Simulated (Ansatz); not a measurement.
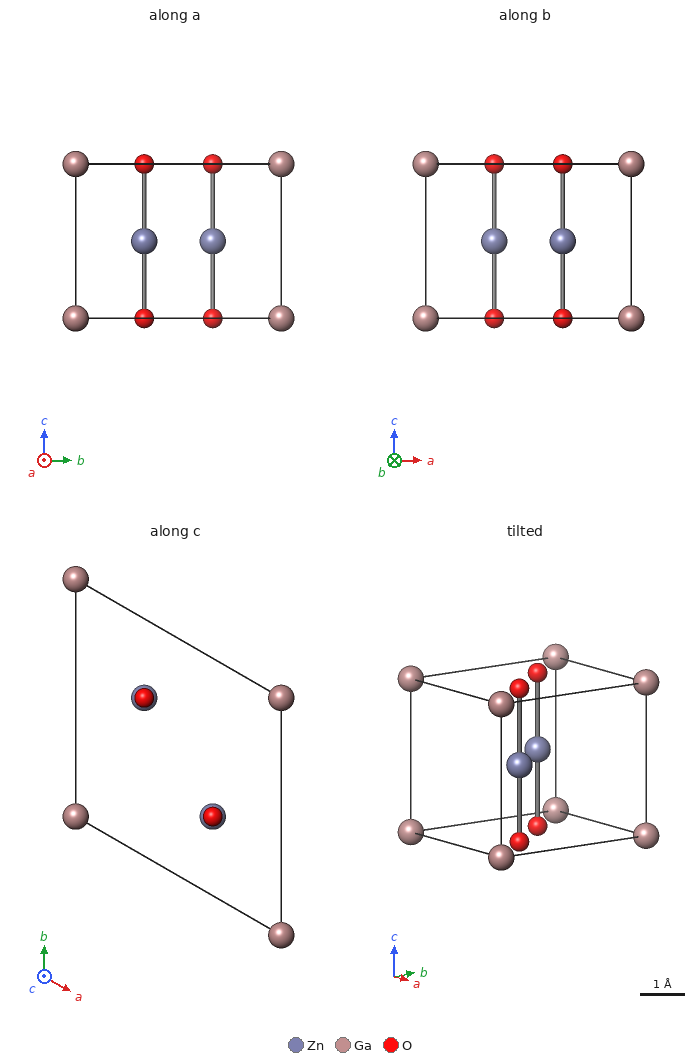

Crystal structure, ball-and-stick style, seen along the a axis, along the b axis, along the c axis and slightly off an axis. The parallelepiped is the conventional unit cell.

Lattice parameters: a = 5.4372 Å, b = 5.4372 Å, c = 3.5367 Å, α = 90.000°, β = 90.000°, γ = 120.000°.

Express the structure as a CIF with its space group and independent sites.

Answer.
```cif
data_structure
_symmetry_space_group_name_H-M 'P 6/m m m'
_symmetry_Int_Tables_number 191
_cell_length_a 5.4372
_cell_length_b 5.4372
_cell_length_c 3.5367
_cell_angle_alpha 90.000
_cell_angle_beta 90.000
_cell_angle_gamma 120.000
_cell_volume 90.55
loop_
_atom_site_label
_atom_site_type_symbol
_atom_site_symmetry_multiplicity
_atom_site_Wyckoff_symbol
_atom_site_fract_x
_atom_site_fract_y
_atom_site_fract_z
_atom_site_occupancy
Zn1 Zn 2 d 0.3333 0.6667 0.5000 1
Ga1 Ga 1 a 0.0000 0.0000 0.0000 1
O1 O 2 c 0.3333 0.6667 0.0000 1
```

Provenance: a random cell made by a generator, so it need not be a real form of the compound. The final geometry of a relaxation with DFT PBE, scalar-relativistic, plane waves, PAW in Ansatz is shown.
